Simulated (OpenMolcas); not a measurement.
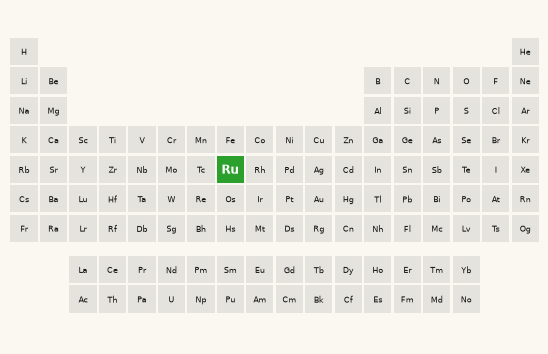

The place of ruthenium in the periodic table.

## Run report: Ru⁵⁺, multiconfigurational calculation

Ru⁵⁺. Level asked for: state-averaged MS-CASPT2, IPEA shift 0.25, imaginary shift 0.1 hartree, semicore shells correlated, active space 3 electrons in the shells 4d 5d, basis ANO-RCC-VDZP, DKH3 scalar Hamiltonian, spin-orbit coupling by RASSI with atomic mean-field integrals (OpenMolcas).

**The input**
```
&GATEWAY
Coord
1

Ru 0.0 0.0 0.0
Basis=ANO-RCC-VDZP
Group=XYZ
NoMove
AngMom=0.0 0.0 0.0
AMFI
&SEWARD
Relativistic=R03O02
&RASSCF
FileOrb=start.orb
Symmetry=1
Spin=4
nActEl=3 0 0
Inactive=9 9
Ras2=5 0
CIRoot=10 10 1
SDav=10
CIMx=300
Iter=120 100
PrWF=0.3
OrbListing=Nothing
MaxOrb=0
Atom
>>> COPY $Project.JobIph JOBPRE
&RASSCF
FileOrb=start.orb
Symmetry=1
Spin=4
nActEl=3 0 0
Inactive=9 9
Ras2=10 0
CIRoot=10 10 1
SDav=120
CIMx=300
Iter=120 100
PrWF=0.3
OrbListing=Nothing
MaxOrb=0
Atom
>>> COPY $Project.JobIph JOB001
&RASSCF
FileOrb=start.orb
Symmetry=1
Spin=2
nActEl=3 0 0
Inactive=9 9
Ras2=10 0
CIRoot=40 40 1
SDav=330
CIMx=300
Iter=120 100
PrWF=0.3
OrbListing=Nothing
MaxOrb=0
Atom
>>> COPY $Project.JobIph JOB002
&RASSI
NrOfJobIphs=2 10 40
1 2 3 4 5 6 7 8 9 10
1 2 3 4 5 6 7 8 9 10 11 12 13 14 15 16 17 18 19 20 21 22 23 24 25 26 27
28 29 30 31 32 33 34 35 36 37 38 39 40
IphNames
JOB001
JOB002
EJob
SpinOrbit
DIPRint=1.0
SOCoupling=1000.0
Subsets=2
MEES
Property=10
'ANGMOM' 1 'ANGMOM' 2 'ANGMOM' 3 'MLTPL  1' 1 'MLTPL  1' 2 'MLTPL  1' 3
'AMFI' 1 'AMFI' 2 'AMFI' 3 'MLTPL  2' 6
SOProperty=3
'ANGMOM' 1 'ANGMOM' 2 'ANGMOM' 3
>>> COPY JOB001 $Project.JobIph
&CASPT2
Multistate=10 1 2 3 4 5 6 7 8 9 10
Frozen=28 26
IPEA=0.25
Imaginary=0.1
MaxIter=60
WThr=0.0 0.3 0.05
PrWF=0.5
NoMix
```

The file start.orb holds starting orbitals from an earlier step.

Hardware: 1 thread of Intel Xeon @ 2.90GHz (Ice Lake), 360 GiB of memory available, shared host.

Run as:
```bash
OMP_NUM_THREADS=1 MOLCAS_MEM=2252 MOLCAS_PROJECT=a pymolcas a.inp > a.log  # once for each step of the input, in one work folder
```

**Output (extracts)**
```
|       MOLCAS_SOURCE = [file]
  |    MOLCAS_STRUCTURE = 0
  |
   -----------------------------------------------------------------------------------------
++ ---------   Input file   ---------
>>> COPY JOB001 $Project.JobIph
&CASPT2
Multistate=10 1 2 3 4 5 6 7 8 9 10
Frozen=28 26
IPEA=0.25
Imaginary=0.1
MaxIter=60
WThr=0.0 0.3 0.05
PrWF=0.5
NoMix
-- ----------------------------------
>>> COPY JOB001 a.JobIph
*** symbolic link created: INPORB -> a.RasOrb
--- Start Module: caspt2 at  ---
()()()()()()()()()()()()()()()()()()()()()()()()()()()()()()()()()()()()()()()()()()()()()()()()()()
                                              &CASPT2
                                   only a single process is used
                       available to each process: 2.3 GB of memory, 1 thread
()()()()()()()()()()()()()()()()()()()()()()()()()()()()()()()()()()()()()()()()()()()()()()()()()()
 ###    WARNING: User changed nr of frozen orbitals.                         ###
 ###    ERROR: Too many frozen orbitals!                                     ###
--- Stop Module: caspt2 at  /rc=_RC_INPUT_ERROR_ ---
.####################.
.# User input error #.
.####################.
```

**What the run reported**

```tsv
quantity	value
outcome	refused by the program
```

**What went wrong**

The input is odd on purpose: too many frozen. The program refused the input; the driver noted: CASPT2 spin 4: _RC_INPUT_ERROR_.
